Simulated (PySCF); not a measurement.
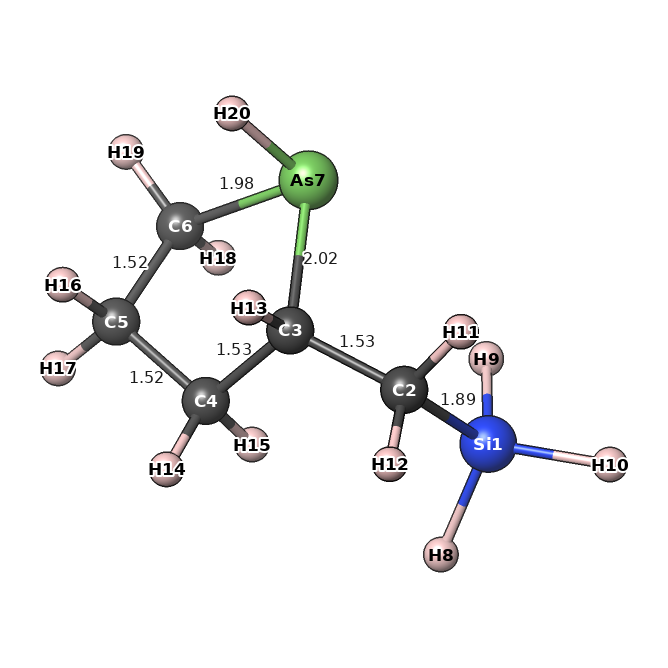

Bond lengths are marked in Å; every bond is drawn as one stick. Computed geometry: PBE0-D3(BJ)/def2-SVP optimisation. No frequency run is at hand to confirm it as a minimum.

Which of the marked bonds are single, double, triple or aromatic?

Answer. Si1–C2 single; C2–C3 single; C3–C4 single; C3–As7 single; C4–C5 single; C5–C6 single; C6–As7 single.

Write the SMILES.

Answer. [SiH3]C[C@@H]1CCC[AsH]1
